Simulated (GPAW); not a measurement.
Consider Zn2P2O7 (C2/m).

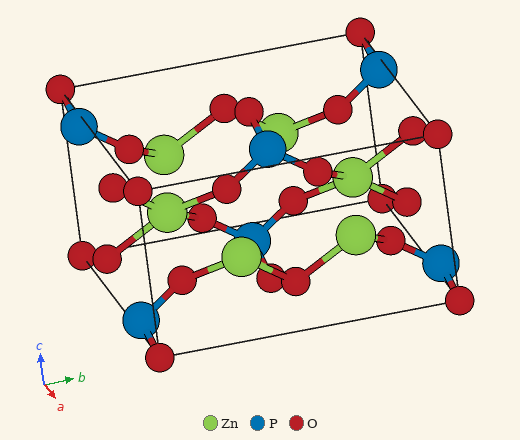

The structure (zinc green, phosphorus blue, oxygen red). Bonds to atoms that aren't drawn are left out. Some periodic images of atoms are drawn too.

```cif
data_structure
_symmetry_space_group_name_H-M 'P 1'
_symmetry_Int_Tables_number 1
_cell_length_a 5.3532
_cell_length_b 5.3532
_cell_length_c 4.5585
_cell_angle_alpha 99.100
_cell_angle_beta 99.100
_cell_angle_gamma 103.168
_cell_volume 123.01
loop_
_atom_site_label
_atom_site_type_symbol
_atom_site_fract_x
_atom_site_fract_y
_atom_site_fract_z
_atom_site_occupancy
Zn1 Zn 0.69066 0.30934 0.50000 1
Zn2 Zn 0.30934 0.69066 0.50000 1
P3 P 0.21455 0.21455 0.90708 1
P4 P 0.78545 0.78545 0.09292 1
O5 O 0.61989 0.61989 0.78722 1
O6 O 0.00000 0.00000 0.00000 1
O7 O 0.38011 0.38011 0.21278 1
O8 O 0.93020 0.62606 0.27708 1
O9 O 0.37394 0.06980 0.72292 1
O10 O 0.06980 0.37394 0.72292 1
O11 O 0.62606 0.93020 0.27708 1
```

Absorber: atom 5, with 1 P at 1.54 Å (terminal, site symmetry m). Method: GPAW, LDA, full core hole (charged cell), 22-atom cell with 6.5 Å between holes, 3×3×3 k points, dipole transitions, Gaussian full width 0.9 eV up to 4 eV, rising linearly to 3.5 eV at 25 eV.

Predict the near-edge structure at the O K edge.

Main maxima up to 24 eV above the zero (height): 4.4 eV (2.89) and 7.9 eV (1.45). A K edge sees empty p states on the absorber. The total-energy difference plus the lowest empty eigenvalue puts the zero at 536.28 eV. One term is added: -8.83 eV, since the hole is spin-paired here and a spin-polarised one costs that much less in the free atom (computed apart). The photon energy is then 527.45 eV. The functional and the charged cell's background leave an error in such absolute values: in the free atom LDA prices this hole 4.1 eV below PBE (computed apart), and PBE is itself good to a few eV.

The O K spectrum (energy from the lowest empty level; intensity scaled to a mean of 1 over the first 20 eV; polarised curves are means over the symmetry-equivalent atoms):

```csv
E (eV),isotropic,ε ∥ x,ε ∥ y,ε ∥ z
-2.0,0.00,0.00,0.00,0.00
-0.5,0.00,0.00,0.00,0.00
1.0,0.30,0.06,0.30,0.54
2.5,1.19,0.52,1.64,1.40
4.0,2.58,2.19,1.91,3.65
5.5,1.74,1.59,1.88,1.76
7.0,1.39,1.30,1.44,1.42
8.5,1.37,1.03,1.34,1.75
10.0,0.96,1.17,0.87,0.84
11.5,0.69,0.92,0.75,0.40
13.0,0.55,0.63,0.62,0.39
14.5,0.50,0.66,0.45,0.39
16.0,0.43,0.54,0.36,0.39
17.5,0.51,0.61,0.32,0.60
19.0,0.57,0.62,0.29,0.80
20.5,0.63,0.62,0.36,0.90
22.0,0.65,0.61,0.45,0.91
23.5,0.71,0.63,0.55,0.94
25.0,0.84,0.70,0.76,1.05
26.5,0.95,0.77,1.00,1.08
28.0,0.94,0.83,1.04,0.94
29.5,0.86,0.84,0.90,0.83
31.0,0.80,0.78,0.81,0.82
```

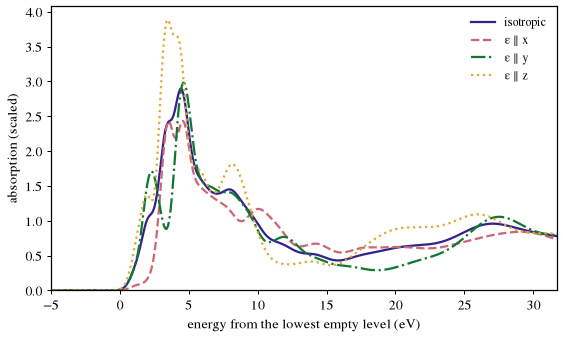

The O K edge.

The crystal has 3 inequivalent O sites and not all are shown here, while a measurement adds them all. The mesh is coarse (0.35 Å⁻¹ between points), so small maxima may be mesh ripples. The structure is a computed Materials Project entry and may be a hypothetical form.

[Banner, clock and machine lines of the logs are left out without a mark of their own.]

[Logs are printed without paths, hosts, clocks, repeated set-up lines and the standing remarks that a program may print on its own settings, such as how far it seeks lower states.]

[Hosts, paths, dates, database ids (printed as entryN), source tags and the programs' standing remarks are cut or masked in the printed files.]

[Lists of maxima count a maximum above −3 eV only where it reaches 4 % of the highest in the window and stands out from its surroundings by 2 % of it (1.5 % where it reaches 55 %); shoulders and weaker maxima are passed over, and of the rest the first, up to two pre-edge ones and the few strongest are named.]
